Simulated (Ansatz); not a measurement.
## What a change does: geometry relaxation on Mg₃O₂

System: Mg₃O₂, multiplicity 3.
Method of run A: UKS PBE-D4/def2-SVP (Ansatz 0.2.0).

The geometry: PBE-D4/def2-SVP start. Text and figures count atoms from 1; the logs count them from 0 in places.

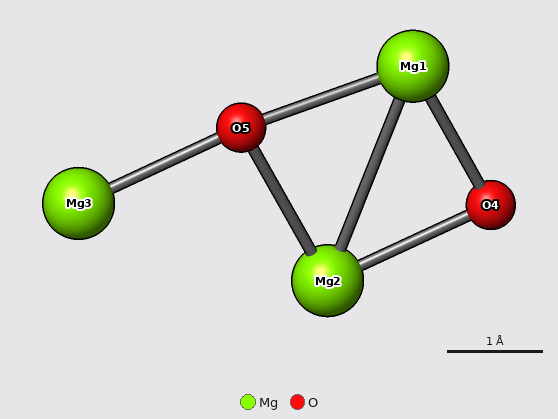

Figure 1. The starting structure (ball-and-stick view, seen at a tilt; atoms are numbered from 1 in the order of the input). Sticks mark near contacts.

Input file, run A:
```yaml
crystal:
  periodic: [false, false, false]
  atoms:
    - {symbol: Mg, position_ang: [-1.065705, 0.732976, 0.980565]}
    - {symbol: Mg, position_ang: [1.235636, 0.050238, 0.019742]}
    - {symbol: Mg, position_ang: [-0.158339, -1.520408, -1.946737]}
    - {symbol: O, position_ang: [0.693063, 1.156186, 1.458628]}
    - {symbol: O, position_ang: [-0.704664, -0.418991, -0.512208]}
basis:
  gaussian: {orbitals: def2-SVP}
magnetization: {spin_polarized: true, initial_magnetization: 2}
hamiltonian: {xc: pbe, dispersion: d4}
scf: {omitted_lower_state_checks: [starts]}
output: {orbitals: {seedname: orbitals}}
relax: {f_tol: 0.02, max_steps: 100}
```

Launched with:
```bash
ansatz run in.yaml --threads 4 --pin off --events-out ev --progress --plain --max-ram 3916MiB
```

Hardware: 4 threads of Arm Neoverse V2, 23 GiB of memory available, shared host.

Output, shortened to warnings, some set-up lines, iterations and results (run A):
```
[...]
mean field evaluation 1: about -20381.9221 eV, gradient 7.4e1 eV
mean field evaluation 2: about -19902.0571 eV, gradient 1.9e2 eV
mean field evaluation 4: about -20159.2380 eV, gradient 1.2e2 eV
mean field evaluation 8: about -20406.0171 eV, gradient 5.6e0 eV
mean field evaluation 16: about -20406.2602 eV, gradient 3.9e-2 eV
relax step   1: F+E_penalty+E_count = -20406.32660582 eV  Δ(F+E_penalty+E_count) = +0.000e0 eV  max|allowed force component| = 7.315e-1 eV/Å  Δτ_max = 0.0000 Å  (35 SCF …
mean field evaluation 32: about -20406.3766 eV, gradient 2.1e-5 eV
relax step   2: F+E_penalty+E_count = -20406.49883616 eV  Δ(F+E_penalty+E_count) = -1.722e-1 eV  max|allowed force component| = 6.785e-1 eV/Å  Δτ_max = 0.1567 Å  (37 SCF …
relax step   3: F+E_penalty+E_count = -20406.62942441 eV  Δ(F+E_penalty+E_count) = -1.306e-1 eV  max|allowed force component| = 3.977e-1 eV/Å  Δτ_max = 0.1997 Å  (37 SCF …
relax step   4: F+E_penalty+E_count = -20406.69328752 eV  Δ(F+E_penalty+E_count) = -6.386e-2 eV  max|allowed force component| = 1.964e-1 eV/Å  Δτ_max = 0.1680 Å  (38 SCF …
relax step   5: F+E_penalty+E_count = -20406.70270344 eV  Δ(F+E_penalty+E_count) = -9.416e-3 eV  max|allowed force component| = 3.147e-2 eV/Å  Δτ_max = 0.0786 Å  (33 SCF …
relax step   6: F+E_penalty+E_count = -20406.70293709 eV  Δ(F+E_penalty+E_count) = -2.336e-4 eV  max|allowed force component| = 1.253e-2 eV/Å  Δτ_max = 0.0109 Å  (32 SCF …
mean field evaluation 64: about -20406.5535 eV, gradient 1.4e-5 eV
mean field -20406.55349342 eV, -749.9270088244 hartree, gradient 1.4e-5 eV, S^2 2.007848; 0 other end points of the search recorded, 0 dependent functions left out
the calculation of the forces begins
reference -20406.55353975 eV, -749.9270105271 hartree; 27, 25 occupied and 55, 57 virtual orbitals, 823 factors
Total energy: -20406.70298342 eV, -749.9325024806 hartree
Atom 0 at    -1.090132     0.611935     0.825608 Å, force    -0.011265     0.002161     0.003204 eV/Å
Atom 1 at     1.459523     0.228503     0.239957 Å, force     0.012531    -0.000666    -0.001298 eV/Å
Atom 2 at    -0.698866    -1.590748    -2.016922 Å, force    -0.000393     0.001642     0.002058 eV/Å
Atom 3 at     0.538611     1.221539     1.548946 Å, force     0.000676     0.002636     0.003300 eV/Å
Atom 4 at    -0.209146    -0.471227    -0.597600 Å, force    -0.001549    -0.005773    -0.007264 eV/Å
Dipole moment:    -0.265261    -0.599976    -0.760742 e Å
Checks for a lower state left out: starts
```

Run B used a changed input.

The two runs side by side:

| quantity | run A | run B |
| --- | --- | --- |
| outcome | converged | converged |
| total energy (hartree) | −749.932502 | −749.860685 |
| HOMO (eV) | −3.65 | −3.43 |
| LUMO (eV) | −3.64 | −5.07 |
| dipole moment (D) | 4.82 | 3.32 |
| ⟨S²⟩ | 2.008 | 6.004 |
| largest force (eV/Å) | 0.013 | 0.019 |
| basis functions | 82 | 82 |
| wall time (shared host) | 8.5 s | 22 s |

What was changed in the input?

The change (lines with − go, lines with + come):
```diff
-magnetization: {spin_polarized: true, initial_magnetization: 2}
+magnetization: {spin_polarized: true, initial_magnetization: 4}
```

With the same method and basis, run B lies 45.1 kcal/mol higher. The HOMO goes from −3.65 to −3.43 eV. The LUMO goes from −3.64 to −5.07 eV. The dipole moment goes from 4.82 to 3.32 D. On the same kind of shared host run B took about 2.6 times as long.

Output, shortened to warnings, some set-up lines, iterations and results (run B):
```
[...]
mean field evaluation 1: about -20390.7146 eV, gradient 5.6e1 eV
mean field evaluation 2: about -20182.2242 eV, gradient 1.3e2 eV
mean field evaluation 4: about -20401.9880 eV, gradient 1.7e1 eV
mean field evaluation 8: about -20403.7261 eV, gradient 1.2e0 eV
mean field evaluation 16: about -20403.6750 eV, gradient 4.9e-4 eV
[... 10 lines ...]
relax step   8: F+E_penalty+E_count = -20404.74191583 eV  Δ(F+E_penalty+E_count) = -2.304e-2 eV  max|allowed force component| = 8.637e-2 eV/Å  Δτ_max = 0.0935 Å  (36 SCF …
relax step   9: F+E_penalty+E_count = -20404.74630344 eV  Δ(F+E_penalty+E_count) = -4.388e-3 eV  max|allowed force component| = 1.957e-1 eV/Å  Δτ_max = 0.1182 Å  (35 SCF …
relax step  10: F+E_penalty+E_count = -20404.74793977 eV  Δ(F+E_penalty+E_count) = -1.636e-3 eV  max|allowed force component| = 1.141e-1 eV/Å  Δτ_max = 0.0237 Å  (34 SCF …
mean field evaluation 128: about -20404.6667 eV, gradient 4.4e-1 eV
relax step  11: F+E_penalty+E_count = -20404.74869236 eV  Δ(F+E_penalty+E_count) = -7.526e-4 eV  max|allowed force component| = 1.452e-2 eV/Å  Δτ_max = 0.0099 Å  (32 SCF …
these checks for a lower state are left out or cut short: starts
823 factors; their error is unknown
mean field -20404.60902620 eV, -749.8555509720 hartree, gradient 2.1e-5 eV, S^2 6.003918; 0 other end points of the search recorded, 0 dependent functions left out
the calculation of the forces begins
reference -20404.60907409 eV, -749.8555527320 hartree; 28, 24 occupied and 54, 58 virtual orbitals, 823 factors
Total energy: -20404.74874025 eV, -749.8606853687 hartree
Atom 0 at    -1.288303     0.459260     0.988840 Å, force     0.003612     0.005632     0.000281 eV/Å
Atom 1 at     1.655147    -0.029198     0.324059 Å, force     0.003747     0.010416     0.005102 eV/Å
Atom 2 at    -0.659660    -1.203072    -2.043605 Å, force     0.000920    -0.000388     0.006782 eV/Å
Atom 3 at     0.462230     1.370637     1.042879 Å, force     0.001229    -0.008049     0.002350 eV/Å
Atom 4 at    -0.169422    -0.597627    -0.312183 Å, force    -0.009508    -0.007612    -0.014516 eV/Å
Dipole moment:    -0.186168    -0.430954    -0.507866 e Å
Checks for a lower state left out: starts
```
